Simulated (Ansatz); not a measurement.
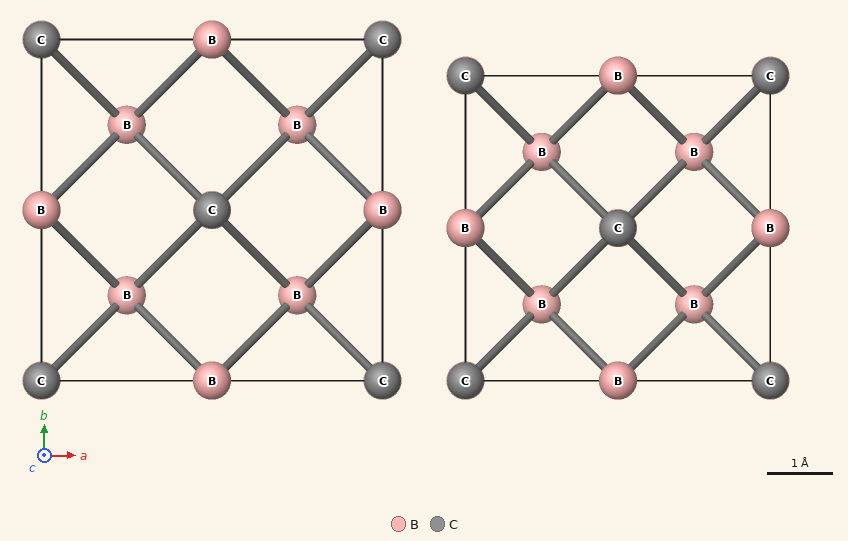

Two geometries of a crystal of B3C (a generated structure, set up in Fm-3m) (coarse preliminary run), drawn at one scale. One is the start of a relaxation, the other its converged end. Style: ball-and-stick. Shown: the conventional cell (4 times the calculation's cell), along the c axis. Lengths and directions refer to the drawn axes.

Computed with DFT PBE, scalar-relativistic, plane waves, PAW (Ansatz 0.2.0). Set-up: plane-wave cutoff 420 eV; k-point mesh 6 × 6 × 6; occupations gaussian; smearing width 0.1 eV; no spin polarisation; cell and atoms relaxed; force threshold 0.04 eV/Å; at most 70 steps.

Which one is relaxed?

Answer. The right one is the relaxed one. Over 4 accepted moves (5 points after the start) the energy falls by 381 meV per atom. All forces vanish by symmetry, so only the cell relaxes. Pressure: −35.09 GPa at the start and −0.32 GPa at the end. At 1 point the geometry stayed and the basis and grid were re-selected for the new cell (energy shift of 1.3 meV per atom at most each time). The atoms keep their places relative to the cell (all moves are under 0.005 Å). The volume changes by −28.5 %, with a = b = c 5.257 → 4.700 Å (−10.6 %). Among the contacts that change: B–C 2.276 → 2.035 Å, B–B 2.276 → 2.035 Å. The space group stays Fm-3m (No. 225). The run took 3.3 s on 1 thread of Arm Neoverse V2, with other jobs on the host, peak memory 0.27 GiB.
